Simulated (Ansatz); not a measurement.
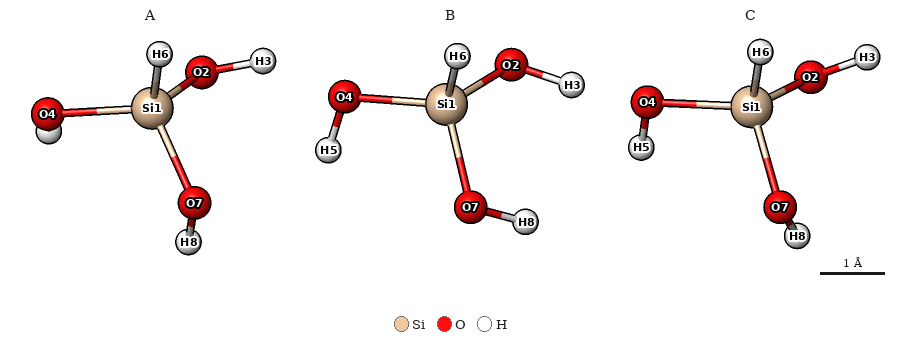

3 geometries from one relaxation of SiH₄O₃, in shuffled order. Style: ball-and-stick. Shown face on.

The run prepares the start of a later molecular dynamics calculation, from a guessed geometry.

Computed with Ansatz 0.2.0, RKS PBE0-D4/STO-3G. Set-up: no spin polarisation; force threshold 0.02 eV/Å; at most 40 steps.

Put them in the order of the run, from the start to the converged end.

Answer. B, C, A. They are steps 0, 4, 13, at +25.8 kJ/mol, +2.98 kJ/mol relative to the last. The largest move after the best rigid fit is that of H8, 0.66 Å. By element the largest moves are H 0.66 Å, O 0.48 Å, Si 0.13 Å. Near-neighbour distances that change, for instance: Si1–O2 1.680 → 1.706 Å, Si1–O4 1.680 → 1.698 Å, Si1–H6 1.459 → 1.446 Å, O4–H5 1.010 → 1.016 Å. Bond angles that change, for instance: O2–Si1–H6 109.5° → 115.9°, H6–Si1–O7 109.5° → 104.2°, O2–Si1–O4 109.4° → 104.2°. Groups turn about Si1–O7 by about 70°, Si1–O4 by about 55°, Si1–O2 by about 25°. Over 12 accepted moves (13 points after the start) the energy falls by 25.8 kJ/mol. The largest force component goes from 0.97 to 0.011 eV/Å. The line search rejected the trial step at point 9 of the run. The forces were under the threshold at step 8, but the run went on from there.

Limits of the set-up: STO-3G is a minimal basis, so the numbers are rough.
